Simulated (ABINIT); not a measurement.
# A GW chain in ABINIT: Cs2InAgCl6 (Fm-3m)

Wanted: ground state, empty states, screening and self-energy for Cs2InAgCl6 (Fm-3m).

Program: ABINIT 10.8.3. Level of theory: PBEsol and many-body steps on it, plane waves. Results are calculated unless marked as measured.

**Experimental background.**

- Gap 3.3 eV: optical gap from absorption onset near 380 nm, assigned as direct at Gamma; diffuse reflectance with Kubelka-Munk analysis; powder (“Cs2InAgCl6: A new lead-free halide double perovskite with direct band gap”, 2016, arxiv:1611.05426).

Report form: the programs' logs are mostly left out.

**1. Set-up**

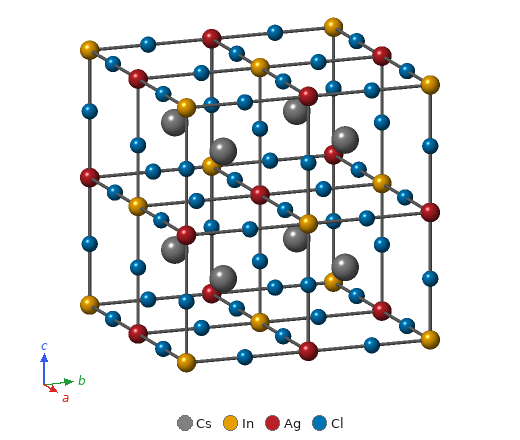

The starting structure, seen slightly off an axis (caesium grey, indium orange, silver red, chlorine blue). This picture shows the conventional cell, with its axes. Some periodic images of atoms are drawn too.

Coordinates:

```cif
data_structure
_symmetry_space_group_name_H-M 'Fm-3m'
_symmetry_Int_Tables_number 225
_cell_length_a 10.4690
_cell_length_b 10.4690
_cell_length_c 10.4690
_cell_angle_alpha 90.000
_cell_angle_beta 90.000
_cell_angle_gamma 90.000
_cell_volume 1147.40
loop_
_atom_site_label
_atom_site_type_symbol
_atom_site_symmetry_multiplicity
_atom_site_Wyckoff_symbol
_atom_site_fract_x
_atom_site_fract_y
_atom_site_fract_z
_atom_site_occupancy
Cs1 Cs 8 c 0.25000 0.75000 0.75000 1
In1 In 4 a 0.00000 0.00000 0.00000 1
Ag1 Ag 4 b 0.50000 0.00000 0.00000 1
Cl1 Cl 24 e 0.23979 0.00000 0.00000 1
```

The cell and positions come from the Crystallography Open Database and are kept as given unless a step says otherwise. Spin-orbit coupling is left out unless a step names it.

**2. Ground state**

This step: ABINIT 10.8.3; DFT, PBEsol, plane waves, norm-conserving pseudopotentials.

The ground-state density comes first.

run.abi reads:

```
acell 3*1.0 Angstrom
rprim 
  0.000000000000 5.234500000000 5.234500000000
  5.234500000000 0.000000000000 5.234500000000
  5.234500000000 5.234500000000 0.000000000000
ntypat 4
znucl 55 49 47 17
natom 10
typat 1 1 2 3 4 4 4 4 4 4
xred 
  0.250000000000 0.250000000000 0.250000000000
  0.750000000000 0.750000000000 0.750000000000
  0.000000000000 0.000000000000 0.000000000000
  0.500000000000 0.500000000000 0.500000000000
  0.760210000000 0.239790000000 0.239790000000
  0.239790000000 0.760210000000 0.239790000000
  0.239790000000 0.760210000000 0.760210000000
  0.760210000000 0.239790000000 0.760210000000
  0.239790000000 0.239790000000 0.760210000000
  0.760210000000 0.760210000000 0.239790000000
pp_dirpath "pseudos"
pseudos "Cs.upf, In.upf, Ag.upf, Cl.upf"
ecut 39
ngkpt 4 4 4
nshiftk 1
shiftk 0 0 0
kptopt 1
chksymbreak 0
nband 59
occopt 1
tolvrs 1e-10
nstep 60
prtwf 0
optforces 0
optstress 0
indata_prefix "in"
outdata_prefix "out"
tmpdata_prefix "tmp"
```

Command:

```bash
$ OMP_NUM_THREADS=1 mpirun -n 8 abinit run.abi > log
```

Run time: 3.5 min. Hardware: 8 MPI ranks of Intel Xeon Platinum 8259CL at 2.50GHz (Skylake/Cascade Lake), shared host; peak memory 1.7 GiB; 28 min of CPU time.

This step gave:

```
total energy               : -13594.4738 eV
gap                        : 1.045 eV
k of the valence top       : 0, 0, 0
k of the conduction bottom : 0, 0, 0
least direct gap           : 1.045 eV
```

The gap is direct, at Γ.

**3. Empty states on the mesh, 2×2×2 mesh, 183 bands**

The sums over transitions need many empty states on a uniform mesh; this step solves for them.

run.abi: that of step 2 with these lines changed.

```diff
@@ -23,3 +23,3 @@
 ecut 39
-ngkpt 4 4 4
+ngkpt 2 2 2
 nshiftk 1
@@ -28,9 +28,10 @@
 chksymbreak 0
-nband 59
-occopt 1
-tolvrs 1e-10
+iscf -2
+irdden 1
+istwfk *1
+nband 183
+nbdbuf 16
+tolwfr 1e-09
 nstep 60
-prtwf 0
-optforces 0
-optstress 0
+prtvol 0
 indata_prefix "in"
```

It took 7.5 min on 8 MPI ranks; peak memory 1.2 GiB; 60 min of CPU time.

This step gave:

```yaml
gap: 1.045 eV
k_of_the_valence_top: 0, 0, 0
k_of_the_conduction_bottom: 0, 0, 0
least_direct_gap: 1.045 eV
k_points_computed: 3
lowest_point_of_the_top_converged_band_above_the_valence_top: 26.14 eV
```

On this mesh the gap is 1.045 eV.

**4. Screening, 2×2×2 mesh, 167 bands, screening to 87.1 eV**

The RPA dielectric matrix is built and inverted for each q.

This step: RPA screening on PBEsol, plane waves, norm-conserving pseudopotentials.

run.abi: that of step 3 with these lines changed.

```diff
@@ -28,10 +28,11 @@
 chksymbreak 0
-iscf -2
-irdden 1
 istwfk *1
-nband 183
-nbdbuf 16
-tolwfr 1e-09
-nstep 60
-prtvol 0
+occopt 1
+irdwfk 1
+optdriver 3
+nband 167
+ecuteps 3.2
+inclvkb 2
+awtr 1
+symchi 1
 indata_prefix "in"
```

Run time: 2.7 min. Hardware: 8 MPI ranks; peak memory 9.1 GiB.

Numbers from this step:

* ε∞ with local fields, on this mesh, along the program's q direction: 4.030
* the same without local fields: 4.537
* plasma frequency: 21.92 eV
* plane waves in the screening matrix: 531

Local fields lower ε∞ by 11 %. On a Γ-centred mesh this coarse the value itself is usually too large, while a short band sum pulls it down.

**5. Self-energy, 2×2×2 mesh, 167 bands, screening to 87.1 eV**

The self-energy is evaluated for the states that the input lists, and the levels follow from it, in one-shot runs by the linearised quasiparticle equation.

This step: G0W0 on PBEsol, plane waves, norm-conserving pseudopotentials.

run.abi: that of step 4 with these lines changed.

```diff
@@ -31,8 +31,15 @@
 irdwfk 1
-optdriver 3
+optdriver 4
 nband 167
+gwcalctyp 0
+ecutsigx 39
+symsigma 1
+nkptgw 1
+kptgw 
+  0.0000000000 0.0000000000 0.0000000000
+bdgw 
+  49 52
 ecuteps 3.2
-inclvkb 2
-awtr 1
-symchi 1
+irdscr 1
+ppmodel 1
 indata_prefix "in"
```

Elapsed: 19 s, on 8 MPI ranks; peak memory 4.9 GiB.

Numbers from this step:

| Item | Value |
| --- | --- |
| G0W0 gap on the points computed | 3.192 eV |
| starting gap on the mesh | 1.045 eV |
| k of the valence top | 0, 0, 0 |
| k of the conduction bottom | 0, 0, 0 |
| Z at the valence top | 0.79 |
| Z at the conduction bottom | 0.832 |
| least direct G0W0 gap on the computed points | 3.192 eV |

The gap on the mesh goes from 1.04 eV to 3.19 eV, a correction of +2.15 eV.

Limits: finite bands, cutoff and mesh; d shell near the gap, gap tends to lie low; no spin-orbit coupling; coarse k mesh. v1 is the top filled band, c1 the lowest empty one. The levels before and after the correction (eV, zero at the valence-band top of each column):

```
           conduction bottom  valence top
Kohn-Sham               1.04         0.00
     G0W0               3.19         0.00
```

```
             level  energy (eV)
Kohn-Sham  Γ v2-v1        0.000
Kohn-Sham     Γ c1        1.045
Kohn-Sham     Γ c2        5.082
     G0W0  Γ v2-v1        0.000
     G0W0     Γ c1        3.192
     G0W0     Γ c2        6.651
```

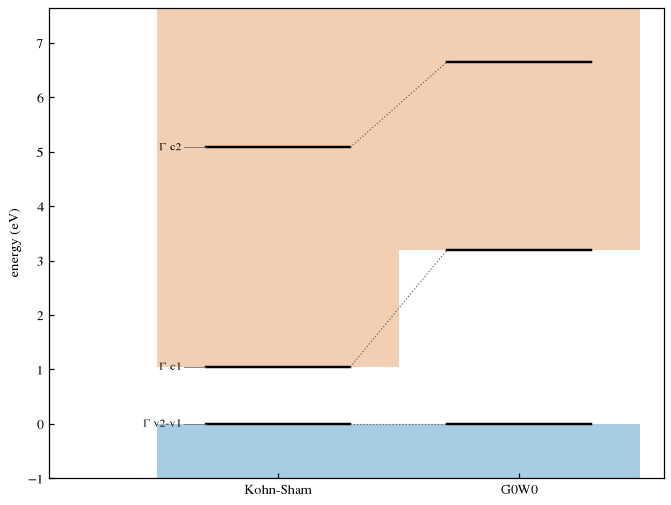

Levels before and after the correction. Shaded: valence and conduction bands.

**6. Where the time went**

Times are wall times on 8 MPI ranks of Intel Xeon Platinum 8259CL at 2.50GHz (Skylake/Cascade Lake), shared host, good to a factor of about two.

```
                    step     time  share  memory (GiB)
            ground state  3.5 min   25 %           1.7
empty states on the mesh  7.5 min   53 %           1.2
               screening  2.7 min   20 %           9.1
             self-energy     19 s    2 %           4.9
```

**7. Results**

```json
{
  "PBEsol gap": "1.04 eV, direct",
  "G0W0 gap on the mesh": "3.19 eV",
  "GW settings": "2×2×2 mesh, 167 bands, screening to 87.1 eV, Godby-Needs plasmon pole",
  "known limits": "not at the basis limit; d shell near the gap, gap tends to lie low; no spin-orbit coupling; coarse k mesh"
}
```

G0W0 moves the gap on the mesh from 1.04 eV to 3.19 eV (+2.15 eV), with Z of 0.79 and 0.83 at the edges. Local fields lower the RPA ε∞ on this mesh from 4.54 to 4.03; a Γ-centred mesh this coarse tends to raise both, most where the direct gap is narrow, while a short band sum lowers them. Only 1 of the mesh's irreducible points was corrected, so a valley elsewhere could overtake. The dearest step here is «empty states on the mesh». Against experiment, by G0W0@PBEsol: the direct gap of 3.19 eV lies −0.11 eV from the measured 3.3 eV (direct, 2016). An exciton line or allowed optical edge lies below the quasiparticle gap by the binding energy; a forbidden edge can push the onset above it. The calculation has static nuclei and no excitons; a measured gap holds zero-point and thermal motion, which mostly lowers it. Bands and cutoff are finite, so the gap is not at the basis limit. The miss can reach some tenths of an eV and take either sign; the mesh is an error of its own. In the G0W0 run levels were corrected at 1 k point alone, so a gap called «on the mesh» is the least over those, and an edge elsewhere would be missed. The 2×2×2 mesh is coarse for this cell, which bears on the long-range parts of exchange and screening. A d shell, filled or nearly so, lies near the gap. One-shot GW converges very slowly in bands there, not always from below, and on a semilocal start the gap tends to come out low; starts rich in exact exchange can overshoot instead. The many-body steps are scalar-relativistic: spin-orbit coupling is not in them.

[Paths, hosts, dates, memory and timing lines, banners, echoed tables and standing remarks are left out of the program output.]

[Logs are printed without paths, hosts, clocks, repeated set-up lines and the standing remarks that a program may print on its own settings, such as how far it seeks lower states.]

[Runs of the session that timed out or met a known fault of the program may be left out.]

[Hosts, paths, dates, database ids (printed as entryN), source tags and the programs' standing remarks are cut or masked in the printed files.]

[G0W0 gaps are taken among the corrected bands and points alone; a level outside them can change the order at an edge.]

[Where Ansatz stands beside ABINIT at settings called matched, ABINIT's density can come from a denser mesh and the files from another edition; pairs whose starting gaps differed by over 0.03 eV were left out, so agreement reads better than it is.]
